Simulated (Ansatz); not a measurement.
```csv
atom,x (Å),y (Å),z (Å)
C,-2.6601,0.0905,-0.0891
N,0.1336,0.1160,1.0936
Si,-0.8746,-0.1017,-0.5535
H,-2.8816,1.0960,0.3220
H,-3.2688,-0.0287,-1.0111
H,-2.9943,-0.6871,0.6270
H,-0.2717,0.9896,-1.3731
H,-0.4269,-1.4678,-0.9531
H,-0.0163,1.0435,1.5313
H,1.1545,0.0271,0.9362
H,-0.1160,-0.5918,1.8085
```

Geometry: PBE-D3(BJ)/def2-SVP.

The calculation used isolated molecule in a Gaussian basis; Kohn-Sham density functional theory, functional PBE0 in Ansatz.

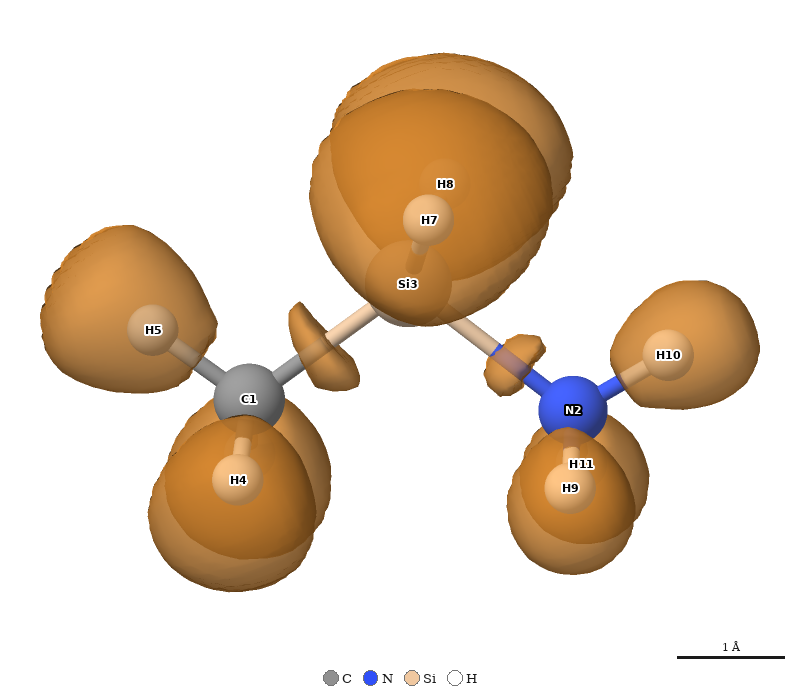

CH8NSi (SMILES C[SiH2][NH3+]) (charge +1). Isosurface of the ELF at 0.9 (orange), seen across its widest extent. Core shells and regions of very low density are left out.

**Describe the localisation domains.**

The ELF exceeds this value in one region between bonded C–Si atoms (shared pairs), one region between bonded N–Si atoms (shared pairs) and eight regions around hydrogen nuclei.

Values along the shortest contacts:
C–Si (1.85 Å): the ELF peaks at about 0.95 between the atoms; a shared electron pair. Si–N (1.94 Å): the ELF peaks at about 0.95 between the atoms: a polar covalent bond.
